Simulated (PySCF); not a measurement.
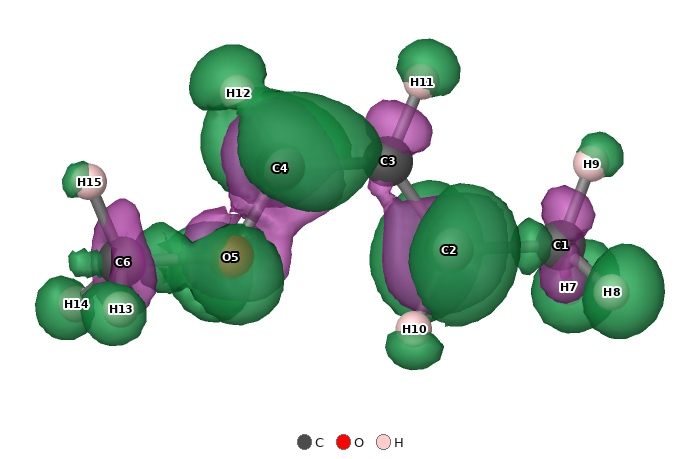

C$_{5}$H$_{9}$O, charge +1, SMILES `C[CH+]/C=C\OC`. Fukui function f⁺ = ρ(N+1) − ρ(N) at fixed geometry, surfaces at ±0.02 e/Å³ (green positive, purple negative).

Computed with PySCF, BP86/6-31+G*, geometry: GFN2-xTB. No frequency check shows the geometry to be a minimum.

Input script:

```python
import numpy as np
from pyscf import gto, scf, dft
from pyscf.scf import atom_ks, atom_hf
from scipy.linalg import block_diag

def solve(mol, dm0=None, hcore=None):
    mf = (dft.UKS if mol.spin else dft.RKS)(mol, xc='bp86')
    mf.grids.level = 3
    mf = mf.density_fit(auxbasis='def2-universal-jkfit')
    mf.conv_tol, mf.max_cycle = 1e-8, 80
    if hcore is not None:
        mf.get_hcore = lambda *args: hcore
    mf.kernel(dm0)
    if not mf.converged:
        mf = mf.newton().run(mf.mo_coeff, mf.mo_occ, max_cycle=30)
    assert mf.converged, 'SCF not converged'
    return mf

mol = gto.M(atom='''
C      2.92861    -0.32492    -0.00311
C      1.47592    -0.33896     0.00324
C      0.69099     0.77970     0.00118
C     -0.71125     0.74011     0.00125
O     -1.37162    -0.34825     0.00073
C     -2.78783    -0.36642    -0.00347
H      3.30025    -0.88477    -0.86339
H      3.30000    -0.88648     0.86207
H      3.34648     0.67778    -0.00746
H      0.99291    -1.31009     0.00937
H      1.14865     1.75850    -0.00148
H     -1.25183     1.68985     0.00021
H     -3.11406    -0.91777     0.88362
H     -3.11380    -0.91602    -0.88688
H     -3.21434     0.63792     0.00355
''', basis='6-31+g*', charge=1, spin=0, verbose=4)
mf = solve(mol)
out = dict(e0=mf.e_tot, dm0=mf.make_rdm1(), c=mf.mo_coeff, occ=mf.mo_occ, eps=mf.mo_energy)
for name, dq, spin in [('cation', 1, 1), ('anion', -1, 1)]:
    ion = mol.copy().set(charge=mol.charge + dq, spin=spin).build()
    mi = solve(ion)
    if spin and dq > 0 and mol.nao < 130:
        c, _, stable, _ = mi.stability(return_status=True)
        if not stable:
            mi = solve(ion, mi.make_rdm1(c, mi.mo_occ))
    print(name, 'vertical energy change / eV', (mi.e_tot - mf.e_tot) * 27.211386)
    out.update({'e_' + name: mi.e_tot, 'dm_' + name: mi.make_rdm1(), 's2_' + name: mi.spin_square()[0], 'eps_' + name: mi.mo_energy, 'occ_' + name: mi.mo_occ})
# spherically averaged free atoms, for the promolecule
atm = atom_ks.get_atm_nrks(mol, xc='bp86')
pro = block_diag(*[(atm[a[0]][2] * atm[a[0]][3]) @ atm[a[0]][2].T for a in mol._atom])
np.savez('result.npz', pro=pro, **out)
```

Launched as:

```sh
OMP_NUM_THREADS=1 python input.py
```

The run took 12 min on 1 thread of AMD EPYC (Zen 3), on a shared host, peak memory 0.7 GiB.

Partitions, critical points and surface values were worked out afterwards from this run's density.

Which atoms respond most to the addition of an electron?

f⁺ (Hirshfeld-condensed) is largest on C4 (0.18) and C2 (0.16); the vertical electron affinity is 5.92 eV (the stability of the neutral species's solution wasn't checked). Condensed values hint at sites of nucleophilic attack but needn't mark the atom that reacts. Shares this close don't rank the sites. Orbital relaxation makes it negative in places (0.22 e in all).

| atom | f⁺ | charge |
| --- | --- | --- |
| C1 | +0.05 | −0.05 |
| C2 | +0.16 | +0.10 |
| C3 | +0.08 | −0.03 |
| C4 | +0.18 | +0.17 |
| O5 | +0.09 | 0.00 |
| C6 | +0.04 | +0.04 |
| H7 | +0.06 | +0.09 |
| H8 | +0.06 | +0.09 |
| H9 | +0.03 | +0.07 |
| H10 | +0.05 | +0.08 |
| H11 | +0.04 | +0.09 |
| H12 | +0.07 | +0.10 |
| H13 | +0.04 | +0.09 |
| H14 | +0.04 | +0.09 |
| H15 | +0.03 | +0.07 |
